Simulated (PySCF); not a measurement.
**2-fluoropyridine: electronic excitations and core binding energies**

Aim: predict the electronic excitations and core binding energies of 2-fluoropyridine (`Fc1ccccn1`).

Computed with PySCF 2.14.0, with density-fitted response routines of our own, on a single molecule in the gas phase. Atoms are numbered from 0 throughout.

## Step 1: The starting structure

11 atoms, charge 0, multiplicity 1; geometry from: GFN2-xTB.

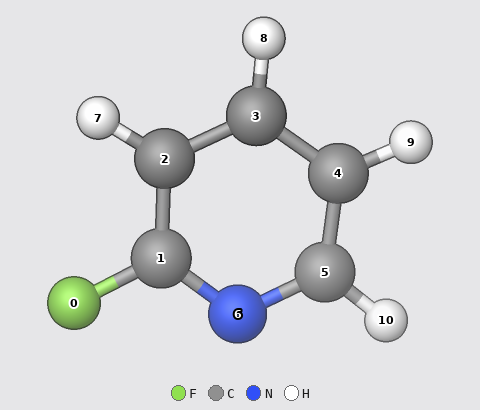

As it starts; fluorine green, carbon grey, nitrogen blue, hydrogen white, atoms numbered.

## Step 2: Ultraviolet spectrum: PBE0/def2-SVPD

Job settings and geometry (Å):

```
{"job": {"kind": "uv", "xc": "PBE0", "basis": "def2-SVPD", "nstates": 8, "ntriplets": 3}, "charge": 0, "multiplicity": 1}
F     -2.031341    -1.841533    -0.015947
C     -0.987950    -1.000851    -0.007725
C     -1.226942     0.366261    -0.034111
C     -0.116337     1.191485    -0.024209
C      1.149181     0.620891     0.012473
C      1.250013    -0.760112     0.035991
N      0.196676    -1.561292     0.025302
H     -2.234905     0.746734    -0.060247
H     -0.236191     2.264371    -0.044558
H      2.034601     1.235933     0.022778
H      2.208619    -1.259217     0.064288
```

Method: TDDFT PBE0/def2-SVPD, vertical, gas phase, core orbitals frozen in the response.

The program printed:

```text
coarse grid: 10064 points
cycle   1  E = -346.8118597815  dE =  1.268e+00  |g| = 4.960e-01  |ddm| = 7.399e+00
cycle   2  E = -346.7749623654  dE =  3.690e-02  |g| = 6.804e-01  |ddm| = 2.540e+00
cycle   3  E = -346.8622088666  dE = -8.725e-02  |g| = 6.563e-02  |ddm| = 1.471e+00
cycle   4  E = -346.8629523068  dE = -7.434e-04  |g| = 4.026e-02  |ddm| = 2.228e-01
cycle   5  E = -346.8633794135  dE = -4.271e-04  |g| = 9.306e-03  |ddm| = 1.063e-01
cycle   6  E = -346.8634002310  dE = -2.082e-05  |g| = 2.960e-03  |ddm| = 2.620e-02
cycle   7  E = -346.8634023446  dE = -2.114e-06  |g| = 6.586e-04  |ddm| = 7.677e-03
final grid: 100128 points
cycle   8  E = -346.9089696409  dE = -2.593e-05  |g| = 7.119e-03  |ddm| = 1.405e-01
cycle   9  E = -346.9089592410  dE =  1.040e-05  |g| = 1.038e-02  |ddm| = 3.895e-02
cycle  10  E = -346.9089811961  dE = -2.196e-05  |g| = 1.265e-03  |ddm| = 2.110e-02
cycle  11  E = -346.9089815451  dE = -3.490e-07  |g| = 3.105e-04  |ddm| = 3.912e-03
cycle  12  E = -346.9089815650  dE = -1.989e-08  |g| = 1.387e-04  |ddm| = 1.667e-03
cycle  13  E = -346.9089815695  dE = -4.426e-09  |g| = 2.270e-05  |ddm| = 4.099e-04
cycle  14  E = -346.9089815696  dE = -1.218e-10  |g| = 6.227e-06  |ddm| = 8.901e-05
converged SCF energy = -346.9089815696

Static polarisability (au): isotropic 61.324, principal 38.019 69.750 76.204

Singlet excitations
state   eV       nm        f      main configurations
  1   5.3063    233.7   0.00351   H-1->L 0.99
  2   5.5565    223.1   0.05888   H->L 0.81, H-2->L+1 0.16
  3   5.8004    213.8   0.00010   H-1->L+1 0.99
  4   6.4727    191.5   0.03865   H->L+1 0.70, H-2->L 0.27
  5   7.3843    167.9   0.00298   H->L+2 0.99
  6   7.5095    165.1   0.47956   H-2->L 0.61, H->L+1 0.24
  7   7.6322    162.4   0.39098   H-2->L+1 0.71, H->L 0.12
  8   7.9475    156.0   0.04420   H-1->L+2 0.90

Triplet excitations (Tamm-Dancoff, eV): 4.2604 4.5043 4.6662
```

Wall time 22 s (1 thread, shared host).

Frontier orbitals and where they lie:

```csv
orbital,eV,atoms
HOMO−3,-11.12,"F0 21 %, C4 14 %, N6 12 %"
HOMO−2,-8.80,"C3 28 %, N6 25 %, C2 17 %"
HOMO−1,-8.16,"N6 59 %, C5 11 %, C1 10 %"
HOMO,-7.75,"C4 23 %, C2 18 %, C5 17 %"
LUMO,-1.15,"C3 24 %, N6 20 %, C5 17 %"
LUMO+1,-0.59,"C4 21 %, C1 21 %, C5 14 %"
LUMO+2,0.83,"C3 20 %, C4 16 %, H8 16 %"
```

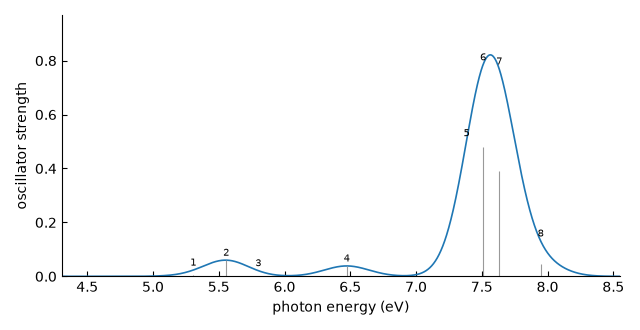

Absorption spectrum from the 8 singlet states computed; above the last one it falls off for lack of states. Lines are broadened to a width of 0.40 eV (Gaussian).

Further results of this job:

```csv
property,computed
dipole moment (D),3.36
polarisability (Å³),9.09
HOMO–LUMO gap (eV),6.60
−ε(HOMO) (eV),7.75
```

## Step 3: Core-electron binding energies: SCAN, X2C

Settings changed since step 2:

```diff
@@ -1,2 +1,2 @@
-{"job": {"kind": "uv", "xc": "PBE0", "basis": "def2-SVPD", "nstates": 8, "ntriplets": 3}, "charge": 0, "multiplicity": 1}
+{"job": {"kind": "xps"}, "charge": 0, "multiplicity": 1}
 F     -2.031341    -1.841533    -0.015947
```

Level: delta-SCF UKS SCAN, pcX-2 on the ionised atom, pcseg-1 elsewhere, spin-free X2C.

The program printed:

```text
ground state, core basis on atom 0 (F), 149 functions
  cycle   1  E = -347.49699191  |g| = 6.22e-01
  cycle   2  E = -347.40242882  |g| = 9.77e-01
  cycle   3  E = -347.56418977  |g| = 1.26e-01
  cycle   4  E = -347.56743422  |g| = 5.87e-02
  cycle   5  E = -347.56824420  |g| = 2.29e-02
  cycle   6  E = -347.56838321  |g| = 6.50e-03
  cycle   7  E = -347.56839065  |g| = 3.03e-03
  cycle   8  E = -347.56839259  |g| = 4.76e-04
  E(ground) = -347.57829534 Eh
hole in F 1s of atom 0
  cycle   1  E = -321.19401672  |g| = 2.58e+00
  cycle   2  E = -320.47296172  |g| = 2.44e+00
  cycle   3  E = -321.59433938  |g| = 9.36e-01
  cycle   4  E = -321.87806819  |g| = 6.44e-01
  cycle   5  E = -322.08414735  |g| = 1.37e-01
  cycle   6  E = -322.08690053  |g| = 1.18e-01
  cycle   7  E = -322.09457697  |g| = 3.11e-02
  cycle   8  E = -322.09506549  |g| = 9.50e-03
  cycle   9  E = -322.09510757  |g| = 3.70e-03
  cycle  10  E = -322.09511551  |g| = 1.36e-03
  cycle  11  E = -322.09511755  |g| = 8.85e-04
  cycle  12  E = -322.09511936  |g| = 8.21e-04
  cycle  13  E = -322.09512111  |g| = 8.22e-04
  cycle  14  E = -322.09511929  |g| = 8.20e-04
  cycle  15  E = -322.09511426  |g| = 8.12e-04
  cycle  16  E = -322.09508649  |g| = 8.91e-04
  cycle  17  E = -322.09508247  |g| = 8.80e-04
  cycle  18  E = -322.09508784  |g| = 8.64e-04
  cycle  19  E = -322.09511225  |g| = 1.03e-03
  cycle  20  E = -322.09490579  |g| = 5.50e-03
  cycle  21  E = -322.09506772  |g| = 1.04e-03
  cycle  22  E = -322.09460196  |g| = 1.14e-02
  cycle  23  E = -322.09464452  |g| = 1.07e-02
  cycle  24  E = -322.09506216  |g| = 1.41e-03
  cycle  25  E = -322.09508153  |g| = 1.20e-03
  cycle  26  E = -322.09514492  |g| = 1.98e-03
  cycle  27  E = -322.09512375  |g| = 1.50e-03
  cycle  28  E = -322.09513612  |g| = 1.69e-03
  cycle  29  E = -322.09514372  |g| = 1.79e-03
  cycle  30  E = -322.09514160  |g| = 1.70e-03
  cycle  31  E = -322.09515162  |g| = 1.76e-03
  cycle  32  E = -322.09514780  |g| = 1.68e-03
  cycle  33  E = -322.09512416  |g| = 1.23e-03
  cycle  34  E = -322.09490169  |g| = 5.56e-03
  cycle  35  E = -322.09516031  |g| = 3.12e-03
  cycle  36  E = -322.09515517  |g| = 2.75e-03
  cycle  37  E = -322.09515535  |g| = 2.87e-03
  cycle  38  E = -322.09516085  |g| = 3.11e-03
  cycle  39  E = -322.09516155  |g| = 3.36e-03
  cycle  40  E = -322.09516118  |g| = 3.32e-03
  cycle  41  E = -322.09515887  |g| = 2.50e-03
  cycle  42  E = -322.09516425  |g| = 3.02e-03
  cycle  43  E = -322.09516671  |g| = 2.06e-03
  cycle  44  E = -322.09517103  |g| = 5.54e-04
  cycle  45  E = -322.09517045  |g| = 2.40e-04
  E(ion) = -322.11127757 Eh   <S^2> = 0.7664   hole on atom = 1.000   binding energy = 692.993 eV
ground state, core basis on atom 1 (C), 149 functions
  cycle   1  E = -347.53004293  |g| = 1.03e-01
  cycle   2  E = -347.52715402  |g| = 1.58e-01
  cycle   3  E = -347.53114791  |g| = 1.98e-02
  cycle   4  E = -347.53118529  |g| = 1.20e-02
  cycle   5  E = -347.53122062  |g| = 1.52e-03
  cycle   6  E = -347.53122189  |g| = 6.42e-04
  cycle   7  E = -347.53122173  |g| = 1.20e-04
  E(ground) = -347.53956728 Eh
hole in C 1s of atom 1
  cycle   1  E = -336.16062478  |g| = 1.52e+00
  cycle   2  E = -334.23702277  |g| = 2.53e+00
  cycle   3  E = -336.51210080  |g| = 6.22e-01
  cycle   4  E = -336.54392891  |g| = 5.61e-01
  cycle   5  E = -336.72757760  |g| = 1.30e-01
  cycle   6  E = -336.73365271  |g| = 4.03e-02
  cycle   7  E = -336.73426030  |g| = 2.56e-02
  cycle   8  E = -336.73460168  |g| = 1.21e-02
  cycle   9  E = -336.73475184  |g| = 7.51e-03
  cycle  10  E = -336.73488229  |g| = 6.56e-03
  cycle  11  E = -336.73508122  |g| = 5.15e-03
  cycle  12  E = -336.73520494  |g| = 4.19e-03
  cycle  13  E = -336.73523134  |g| = 1.74e-03
  cycle  14  E = -336.73523396  |g| = 1.05e-03
  cycle  15  E = -336.73523725  |g| = 7.41e-04
  cycle  16  E = -336.73523800  |g| = 3.46e-04
  E(ion) = -336.74294600 Eh   <S^2> = 0.8404   hole on atom = 1.000   binding energy = 293.791 eV
ground state, core basis on atom 2 (C), 149 functions
  cycle   1  E = -347.52566835  |g| = 5.94e-02
  cycle   2  E = -347.52550497  |g| = 3.34e-02
  cycle   3  E = -347.52547384  |g| = 3.41e-02
  cycle   4  E = -347.52576656  |g| = 7.68e-03
  cycle   5  E = -347.52578340  |g| = 8.71e-04
  cycle   6  E = -347.52578224  |g| = 3.60e-04
  E(ground) = -347.53421818 Eh
hole in C 1s of atom 2
  cycle   1  E = -336.25171955  |g| = 1.52e+00
  cycle   2  E = -335.08581676  |g| = 2.10e+00
  cycle   3  E = -336.61653787  |g| = 6.30e-01
  cycle   4  E = -336.70863857  |g| = 4.68e-01
  cycle   5  E = -336.82412900  |g| = 1.23e-01
  cycle   6  E = -336.82900130  |g| = 6.22e-02
  cycle   7  E = -336.83047990  |g| = 1.44e-02
  cycle   8  E = -336.83058741  |g| = 6.83e-03
  cycle   9  E = -336.83062387  |g| = 3.82e-03
  cycle  10  E = -336.83064196  |g| = 2.88e-03
  cycle  11  E = -336.83066273  |g| = 1.61e-03
  cycle  12  E = -336.83067200  |g| = 1.41e-03
  cycle  13  E = -336.83067810  |g| = 8.94e-04
  cycle  14  E = -336.83068126  |g| = 5.42e-04
  cycle  15  E = -336.83068246  |g| = 3.60e-04
  E(ion) = -336.83914040 Eh   <S^2> = 0.7838   hole on atom = 1.000   binding energy = 291.028 eV
ground state, core basis on atom 3 (C), 149 functions
  cycle   1  E = -347.52511786  |g| = 5.95e-02
  cycle   2  E = -347.52497271  |g| = 3.35e-02
  cycle   3  E = -347.52504225  |g| = 2.84e-02
  cycle   4  E = -347.52524099  |g| = 3.77e-03
  cycle   5  E = -347.52524430  |g| = 9.13e-04
  cycle   6  E = -347.52524365  |g| = 3.97e-04
  E(ground) = -347.53342809 Eh
hole in C 1s of atom 3
  cycle   1  E = -336.24007107  |g| = 1.51e+00
  cycle   2  E = -334.69423246  |g| = 2.19e+00
  cycle   3  E = -336.41119534  |g| = 8.59e-01
  cycle   4  E = -336.72260535  |g| = 4.28e-01
  cycle   5  E = -336.80555258  |g| = 1.69e-01
  cycle   6  E = -336.81432895  |g| = 9.17e-02
  cycle   7  E = -336.81841414  |g| = 3.42e-02
  cycle   8  E = -336.81908228  |g| = 1.61e-02
  cycle   9  E = -336.81929345  |g| = 7.87e-03
  cycle  10  E = -336.81943147  |g| = 6.23e-03
  cycle  11  E = -336.81960498  |g| = 4.68e-03
  cycle  12  E = -336.81972098  |g| = 3.85e-03
  cycle  13  E = -336.81975768  |g| = 1.45e-03
  cycle  14  E = -336.81976142  |g| = 7.61e-04
  cycle  15  E = -336.81976444  |g| = 6.02e-04
  cycle  16  E = -336.81976446  |g| = 3.88e-04
  E(ion) = -336.82736649 Eh   <S^2> = 0.8177   hole on atom = 1.000   binding energy = 291.327 eV
ground state, core basis on atom 4 (C), 149 functions
  cycle   1  E = -347.52476757  |g| = 6.03e-02
  cycle   2  E = -347.52458413  |g| = 3.74e-02
  cycle   3  E = -347.52473384  |g| = 2.75e-02
  cycle   4  E = -347.52491963  |g| = 2.81e-03
  cycle   5  E = -347.52491859  |g| = 8.02e-04
  cycle   6  E = -347.52492145  |g| = 2.42e-04
  E(ground) = -347.53366461 Eh
hole in C 1s of atom 4
  cycle   1  E = -336.25771082  |g| = 1.52e+00
  cycle   2  E = -334.95231101  |g| = 2.16e+00
  cycle   3  E = -336.59131824  |g| = 6.68e-01
  cycle   4  E = -336.71839993  |g| = 4.68e-01
  cycle   5  E = -336.83357671  |g| = 9.90e-02
  cycle   6  E = -336.83663085  |g| = 5.14e-02
  cycle   7  E = -336.83777726  |g| = 1.70e-02
  cycle   8  E = -336.83793227  |g| = 7.35e-03
  cycle   9  E = -336.83798165  |g| = 3.98e-03
  cycle  10  E = -336.83801161  |g| = 3.42e-03
  cycle  11  E = -336.83804255  |g| = 2.11e-03
  cycle  12  E = -336.83806526  |g| = 1.65e-03
  cycle  13  E = -336.83807720  |g| = 1.17e-03
  cycle  14  E = -336.83808368  |g| = 6.08e-04
  cycle  15  E = -336.83808484  |g| = 6.70e-04
  cycle  16  E = -336.83808555  |g| = 2.37e-04
  E(ion) = -336.84597157 Eh   <S^2> = 0.7907   hole on atom = 1.000   binding energy = 290.827 eV
ground state, core basis on atom 5 (C), 149 functions
  cycle   1  E = -347.52664914  |g| = 6.00e-02
  cycle   2  E = -347.52645814  |g| = 3.66e-02
  cycle   3  E = -347.52652166  |g| = 3.20e-02
  cycle   4  E = -347.52677801  |g| = 8.24e-03
  cycle   5  E = -347.52679736  |g| = 1.19e-03
  cycle   6  E = -347.52679640  |g| = 4.79e-04
  E(ground) = -347.53500350 Eh
hole in C 1s of atom 5
  cycle   1  E = -336.22837903  |g| = 1.51e+00
  cycle   2  E = -334.88217160  |g| = 2.17e+00
  cycle   3  E = -336.54664497  |g| = 6.92e-01
  cycle   4  E = -336.67361173  |g| = 4.98e-01
  cycle   5  E = -336.79695202  |g| = 1.54e-01
  cycle   6  E = -336.80423809  |g| = 7.84e-02
  cycle   7  E = -336.80723332  |g| = 3.03e-02
  cycle   8  E = -336.80781048  |g| = 1.05e-02
  cycle   9  E = -336.80794862  |g| = 6.84e-03
  cycle  10  E = -336.80807165  |g| = 5.80e-03
  cycle  11  E = -336.80823260  |g| = 3.91e-03
  cycle  12  E = -336.80829146  |g| = 3.30e-03
  cycle  13  E = -336.80830107  |g| = 1.21e-03
  cycle  14  E = -336.80830282  |g| = 6.49e-04
  cycle  15  E = -336.80830305  |g| = 4.20e-04
  E(ion) = -336.81510548 Eh   <S^2> = 0.8260   hole on atom = 1.000   binding energy = 291.703 eV
ground state, core basis on atom 6 (N), 149 functions
  cycle   1  E = -347.53593890  |g| = 7.49e-02
  cycle   2  E = -347.53578418  |g| = 3.45e-02
  cycle   3  E = -347.53570096  |g| = 3.95e-02
  cycle   4  E = -347.53605040  |g| = 4.35e-03
  cycle   5  E = -347.53605285  |g| = 1.22e-03
  cycle   6  E = -347.53605368  |g| = 3.90e-04
  E(ground) = -347.54321040 Eh
hole in N 1s of atom 6
  cycle   1  E = -331.93600082  |g| = 1.86e+00
  cycle   2  E = -330.70622075  |g| = 2.36e+00
  cycle   3  E = -332.37112190  |g| = 7.22e-01
  cycle   4  E = -332.48246322  |g| = 5.32e-01
  cycle   5  E = -332.64324799  |g| = 1.28e-01
  cycle   6  E = -332.64897009  |g| = 6.42e-02
  cycle   7  E = -332.65044352  |g| = 1.84e-02
  cycle   8  E = -332.65057683  |g| = 7.40e-03
  cycle   9  E = -332.65061353  |g| = 3.53e-03
  cycle  10  E = -332.65062964  |g| = 2.68e-03
  cycle  11  E = -332.65064362  |g| = 1.90e-03
  cycle  12  E = -332.65065329  |g| = 1.66e-03
  cycle  13  E = -332.65066549  |g| = 8.31e-04
  cycle  14  E = -332.65067127  |g| = 5.41e-04
  cycle  15  E = -332.65067204  |g| = 4.75e-04
  E(ion) = -332.65700387 Eh   <S^2> = 0.7791   hole on atom = 1.000   binding energy = 405.074 eV
```

Wall time 78 s (1 thread, shared host).

Binding energies by hole, beside the orbital energy of the ground state; the difference holds orbital relaxation and, for a density functional, its self-interaction error:

```csv
hole,stands for,environment,ΔSCF (eV),−ε (eV),⟨S²⟩
F1s on F0,F0,aryl fluorine,692.99,667.3,0.766
C1s on C1,C1,aromatic carbon bearing fluorine,293.79,277.0,0.840
C1s on C2,C2,aromatic CH,291.03,274.4,0.784
C1s on C3,C3,aromatic CH,291.33,274.7,0.818
C1s on C4,C4,aromatic CH,290.83,274.2,0.791
C1s on C5,C5,aromatic CH next to a ring nitrogen,291.70,275.1,0.826
N1s on N6,N6,pyridine-type ring nitrogen,405.07,386.3,0.779
```

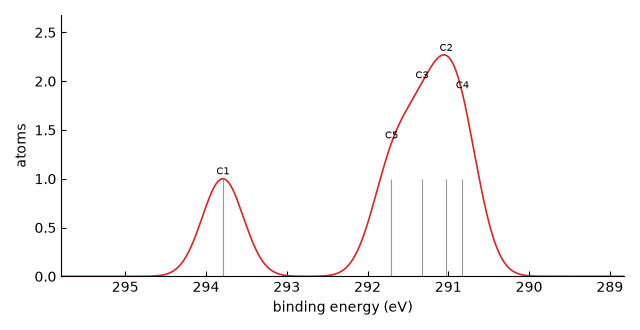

The C1s photoelectron lines, weighted by the number of atoms. Lines are broadened to a width of 0.60 eV (Gaussian).

## Step 4: Results

| quantity | value |
| --- | --- |
| lowest singlet (PBE0/def2-SVPD) | 5.31 eV (234 nm), f = 0.004 |
| brightest single state of those computed | state 6, 7.51 eV, f = 0.480 |
| lowest triplet | 4.26 eV |
| C1s binding energies, SCAN/pcX-2 | C1 293.79, C5 291.70, C3 291.33, C2 291.03, C4 290.83 eV |
| F1s binding energies, SCAN/pcX-2 | F0 692.99 eV |
| N1s binding energies, SCAN/pcX-2 | N6 405.07 eV |

In words: The first singlet state (HOMO−1→LUMO 0.99) lies at 5.31 eV and is weak; of the 8 states computed, the strongest absorption comes from state 6 at 7.51 eV. The lowest triplet lies 1.05 eV below the lowest singlet (triplets in Tamm-Dancoff, singlets in full TDDFT). The C1s levels kept as sound span 2.96 eV, from C4 (aromatic CH) up to C1 (aromatic carbon bearing fluorine).
